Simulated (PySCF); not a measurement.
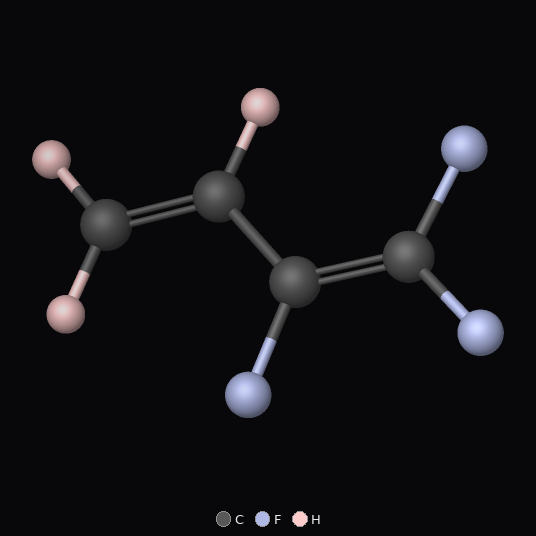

A ball-and-stick model of a molecule. Double and triple bonds are drawn as two and three sticks.

Computed geometry: GFN2-xTB optimisation. No frequency run is at hand to confirm it as a minimum.

Which formula does it have?

Answer. C₄H₃F₃, 10 atoms: 4 carbon, 3 hydrogen and 3 fluorine.

How many bonds of each kind are drawn?

Answer. 3 C–C, 3 C–F, 3 C–H.

Does it have rings?

Answer. It has no ring.

The parts below concern this one geometry. Atoms keep their numbers from picture to picture.

## Geometry

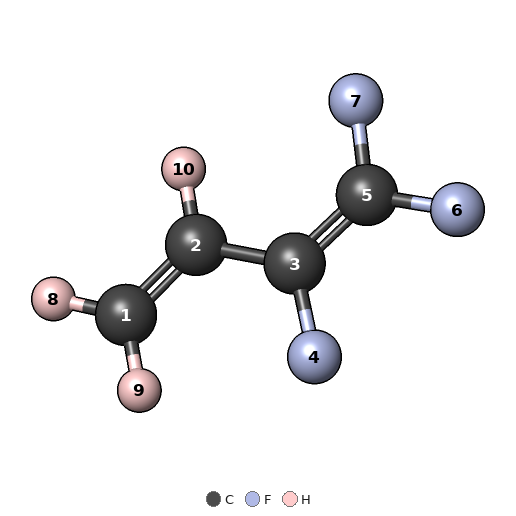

Atoms carry their numbers in the input. No frequency run is at hand to confirm it as a minimum.

Give the bond lengths.

```json
{"bond": "C1–C2", "length (Å)": "1.328", "order": "double"}
{"bond": "C1–H8", "length (Å)": "1.075", "order": "single"}
{"bond": "C1–H9", "length (Å)": "1.077", "order": "single"}
{"bond": "C2–C3", "length (Å)": "1.448", "order": "single"}
{"bond": "C2–H10", "length (Å)": "1.080", "order": "single"}
{"bond": "C3–F4", "length (Å)": "1.347", "order": "single"}
{"bond": "C3–C5", "length (Å)": "1.336", "order": "double"}
{"bond": "C5–F6", "length (Å)": "1.323", "order": "single"}
{"bond": "C5–F7", "length (Å)": "1.328", "order": "single"}
```

## Spin–spin coupling

No frequency run is at hand to confirm it as a minimum. Level of theory: B3LYP/pcJ-1 indirect spin-spin coupling, non-relativistic, gas phase (PySCF 2.14.0). Isotopes: 13C, 19F, 1H.

Give the spin–spin coupling constants of these pairs, with the number of bonds between them: C3/F4, C5/F7, C2/F4, C3/F7, F4/C5, F6/F7, C2/F6, C2/F7, F4/H10, F4/F7.

```json
{"pair": "C3, F4", "bonds apart": "1", "J (Hz)": "−303.5"}
{"pair": "C5, F7", "bonds apart": "1", "J (Hz)": "−371.3"}
{"pair": "C2, F4", "bonds apart": "2", "J (Hz)": "17.1"}
{"pair": "C3, F7", "bonds apart": "2", "J (Hz)": "45.7"}
{"pair": "F4, C5", "bonds apart": "2", "J (Hz)": "46.8"}
{"pair": "F6, F7", "bonds apart": "2", "J (Hz)": "−30.4"}
{"pair": "C2, F6", "bonds apart": "3", "J (Hz)": "−5.3"}
{"pair": "C2, F7", "bonds apart": "3", "J (Hz)": "−7.3"}
{"pair": "F4, H10", "bonds apart": "3", "J (Hz)": "23.4"}
{"pair": "F4, F7", "bonds apart": "3", "J (Hz)": "−146.4"}
```

Density functionals are unreliable for couplings to fluorine, so those rows may be far off.

## Electronic properties

No frequency run is at hand to confirm it as a minimum. Method: PBE0/pcSseg-1, gas phase (PySCF 2.14.0).

Computed properties:

- dipole moment: 1.51 D
- HOMO energy (Kohn–Sham orbital): −6.98 eV
- LUMO energy (Kohn–Sham orbital): −1.08 eV
- HOMO–LUMO gap: 5.90 eV

## NMR shielding

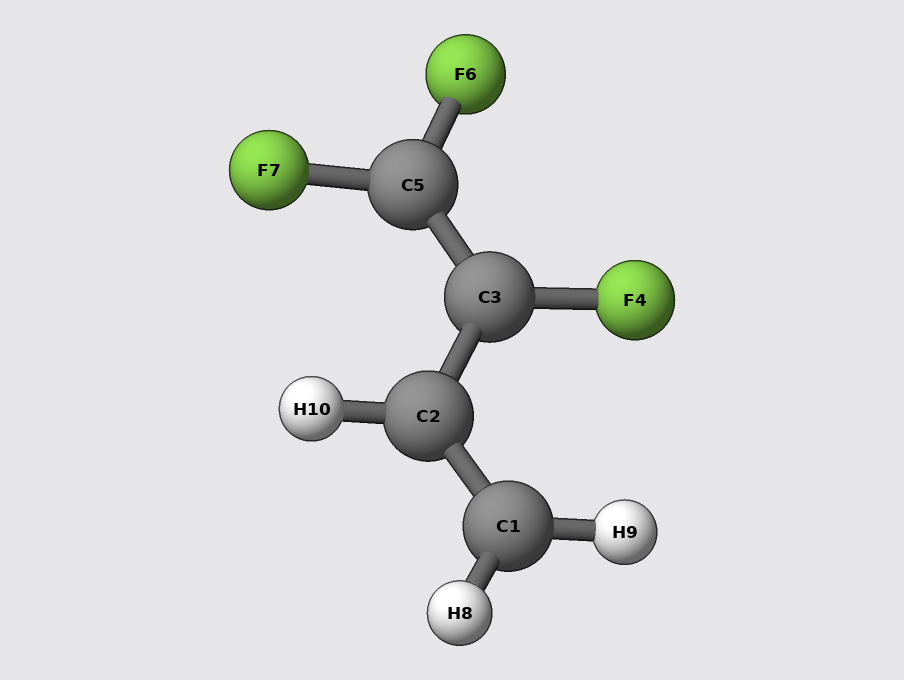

No frequency run is at hand to confirm it as a minimum. Level of theory: GIAO PBE0/pcSseg-1 NMR shielding, non-relativistic, gas phase (PySCF 2.14.0). Principal shieldings σ11 ≤ σ22 ≤ σ33, span Ω = σ33 − σ11, skew κ = 3(σiso − σ22)/Ω.

Give the shielding tensors of the C atoms.

```tsv
atom	σ11	σ22	σ33	σiso	Ω	κ
C1	−43.9	61.0	179.9	65.6	223.9	0.06
C2	−58.3	70.8	159.2	57.2	217.5	−0.19
C3	15.0	43.0	87.3	48.4	72.4	0.22
C5	−33.4	34.9	55.9	19.1	89.4	−0.53
```

Shieldings and span in ppm.
